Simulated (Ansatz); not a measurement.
# doublet BH3Br at 6 levels

Aim: a comparison of 6 runs (U-r2SCAN0/STO-3G, UB2PLYP/STO-3G, UCAM-B3LYP/STO-3G, UHSE06/STO-3G, UPBE/STO-3G, UCCSD(T)/STO-3G) of doublet BH3Br. 

Program for the calculation: Ansatz 0.2.0.

11 further runs of the same task are left out: 8 that didn't finish, 3 set aside as unsound or not needed.

## 1. Starting point

The species is BH3Br (5 atoms), meant as a doublet with charge 0. As SMILES of the parent species, `[BH3-]Br`. Geometry: relaxed at GFN2-xTB. That shape belongs to the parent species and isn't relaxed for this state.

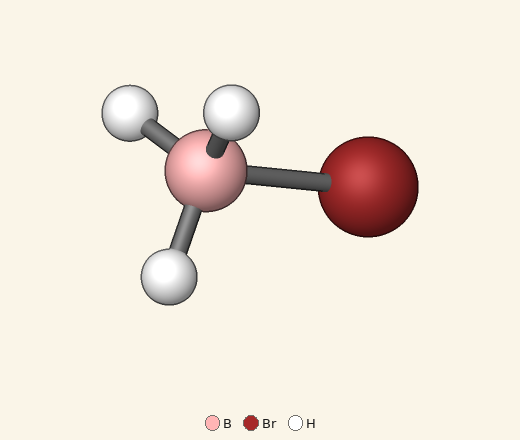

The structure, seen from a chosen angle (boron pink, bromine red, hydrogen white).

## 2. The energy at U-r2SCAN0/STO-3G (run 1)

Input file molecule.yaml:

```yaml
crystal:
  periodic: [false, false, false]
  atoms:
    - {symbol: B, position_ang: [0.105540, -0.047320, 0.145720]}
    - {symbol: Br, position_ang: [-1.044180, 0.467760, -1.441330]}
    - {symbol: H, position_ang: [1.234050, -0.217200, -0.260310]}
    - {symbol: H, position_ang: [-0.352540, -1.066680, 0.613040]}
    - {symbol: H, position_ang: [0.057130, 0.863440, 0.942890]}
basis:
  gaussian: {orbitals: STO-3G}
magnetization: {spin_polarized: true, initial_magnetization: 1}
hamiltonian: {xc: {name: r2SCAN0}}
accuracy: high
```

On the command line:

```console
$ ansatz run molecule.yaml --threads 1 --pin off --max-ram 2610MiB --events-out events.jsonl --progress --plain --runs-dir runs
```

The program printed:

```text
Warning: RAYON_NUM_THREADS=1 ignored (pool sized by the plan → 1); use --threads N
Functional definition: r2SCAN0
  name "r2SCAN0"
  parameter a = 0.25
  parameter k0 = 0.174
  parameter k1 = 0.065
  parameter a1 = 4.9479
  exchange = (1 - a)*r2scan_x(k0 = k0, k1 = k1, a1 = a1) + a*exact_x
  correlation = r2scan_c
364 factors; integrals over basis functions are off by at most 3.8e-8 eV
mean field evaluation 1: about -69998.7847 eV, gradient 5.2e0 eV
mean field evaluation 2: about -69998.9540 eV, gradient 3.4e0 eV
mean field evaluation 4: about -69999.1174 eV, gradient 1.8e-1 eV
mean field evaluation 8: about -69999.0834 eV, gradient 6.2e-3 eV
mean field evaluation 16: about -69999.0836 eV, gradient 1.2e-2 eV
mean field evaluation 32: about -69999.0793 eV, gradient 4.9e-1 eV
mean field -69999.08359974 eV, -2572.4188752076 hartree, gradient 2.1e-8 eV, S^2 0.751994; 2 other end points of the search recorded, 0 dependent functions left out
reference -69999.08360028 eV, -2572.4188752272 hartree; 22, 21 occupied and 4, 5 virtual orbitals, 364 factors
Total energy: -69999.08360028 eV, -2572.4188752272 hartree
```

It took 44 s on 1 thread of Arm Neoverse V1, shared host; peak memory 0.23 GiB.

## 3. The energy at UB2PLYP/STO-3G (run 2)

Input file molecule.yaml:

```yaml
crystal:
  periodic: [false, false, false]
  atoms:
    - symbol: B
      position_ang: [0.105540, -0.047320, 0.145720]
    - symbol: Br
      position_ang: [-1.044180, 0.467760, -1.441330]
    - symbol: H
      position_ang: [1.234050, -0.217200, -0.260310]
    - symbol: H
      position_ang: [-0.352540, -1.066680, 0.613040]
    - symbol: H
      position_ang: [0.057130, 0.863440, 0.942890]
basis:
  gaussian:
    orbitals: STO-3G
magnetization:
  spin_polarized: true
  initial_magnetization: 1
hamiltonian:
  xc: {name: B2PLYP}
correlation:
  frozen_orbitals: {B: 1, Br: 9, H: 0}
accuracy: high
```

On the command line:

```console
$ ansatz run molecule.yaml --threads 1 --pin off --max-ram 2610MiB --events-out events.jsonl --progress --plain --runs-dir runs
```

The program printed, cut to the lines that bear on the results:

```text
Warning: RAYON_NUM_THREADS=1 ignored (pool sized by the plan → 1); use --threads N
Functional definition: B2PLYP
  name "B2PLYP"
[...]
364 factors; integrals over basis functions are off by at most 3.8e-8 eV
[...]
mean field -69984.22132063 eV, -2571.8726965243 hartree, gradient 3.0e-8 eV, S^2 0.751794; 4 other end points of the search recorded, 0 dependent functions left out
10 core orbitals not correlated: weight in the atoms' cores, before any rotation towards them, 1.000 or more for the frozen orbitals, at most 0.000 for the correlated occupied ones
reference -69984.22133654 eV, -2571.8726971090 hartree; 12, 11 occupied and 4, 5 virtual orbitals, 364 factors
second order -1.75590677 eV of doubles, -0.00000000 eV of singles
Total energy: -69984.69543137 eV, -2571.8901197726 hartree
```

Run time: 38 s. Hardware: 1 thread of Arm Neoverse V1, shared host; peak memory 0.15 GiB.

Runs 3 to 5 aren't shown in full; the table further down has their settings and results.

## 4. The energy at UCCSD(T)/STO-3G (run 6)

Input file molecule.yaml:

```yaml
crystal:
  periodic: [false, false, false]
  atoms:
    - {symbol: B, position_ang: [0.105540, -0.047320, 0.145720]}
    - {symbol: Br, position_ang: [-1.044180, 0.467760, -1.441330]}
    - {symbol: H, position_ang: [1.234050, -0.217200, -0.260310]}
    - {symbol: H, position_ang: [-0.352540, -1.066680, 0.613040]}
    - {symbol: H, position_ang: [0.057130, 0.863440, 0.942890]}
basis:
  gaussian:
    orbitals: STO-3G
magnetization:
  spin_polarized: true
  initial_magnetization: 1
correlation:
  method: ccsd_t
  frozen_orbitals: {B: 1, Br: 9, H: 0}
accuracy: high
scf:
  omitted_lower_state_checks: [cluster_reference, increment]
```

On the command line:

```console
$ ansatz run molecule.yaml --threads 1 --pin off --max-ram 2610MiB --events-out events.jsonl --progress --plain --runs-dir runs
```

The program printed, cut to the lines that bear on the results:

```text
Warning: RAYON_NUM_THREADS=1 ignored (pool sized by the plan → 1); use --threads N
Functional definition: HF
  name "HF"
[...]
364 factors; integrals over basis functions are off by at most 3.8e-8 eV
[...]
mean field -69952.63191389 eV, -2570.7118072384 hartree, gradient 5.3e-12 eV, S^2 0.752229; 6 other end points of the search recorded, 0 dependent functions left out
10 core orbitals not correlated: weight in the atoms' cores, before any rotation towards them, 1.000 or more for the frozen orbitals, at most 0.000 for the correlated occupied ones
reference -69952.63191389 eV, -2570.7118072384 hartree; 12, 11 occupied and 4, 5 virtual orbitals, 364 factors
second order -1.25557913 eV of doubles, -0.00000000 eV of singles
cycle   1  -1.60293630 eV  change   -3.5e-1 eV  update   5.0e-2
[...]
cycle  32  -1.83115371 eV  change   -1.3e-9 eV  update   1.6e-9
perturbative correction -0.01651816 eV, -0.0006070311 hartree
Total energy: -69954.47958575 eV, -2570.7797079270 hartree
Checks for a lower state left out: cluster_reference, increment
```

Wall time 3.3 s (1 thread of Arm Neoverse V1, shared host).

## 5. All runs side by side

```
run              level  frozen core orbitals   energy (Eh)   ⟨S²⟩  wall time
  1   U-r2SCAN0/STO-3G                     –  -2572.418875  0.752       44 s
  2     UB2PLYP/STO-3G                    10  -2571.890120  0.752       38 s
  3  UCAM-B3LYP/STO-3G                     –  -2572.324497  0.751       25 s
  4      UHSE06/STO-3G                     –  -2572.020286  0.751       26 s
  5        UPBE/STO-3G                     –  -2571.795237  0.751      9.3 s
  6    UCCSD(T)/STO-3G                    10  -2570.779708  0.752      3.3 s
```

## 6. Summary of results

```
                                           quantity           value
                                run 6: total energy  -2570.77971 Eh
run 6: correlation energy (10 core orbitals frozen)       -67.9 mEh
                              run 6: (T) correction       -0.61 mEh
           run 6: ⟨S²⟩ of the reference determinant           0.752
                               run 6: T1 diagnostic           0.015
```

**Reading.** Totals of different functionals can't be ranked against each other. In runs 1, 2, 3, 4, 5, 6 the basis is minimal, so the values are rough. All runs together took 2.4 min, the longest 44 s.
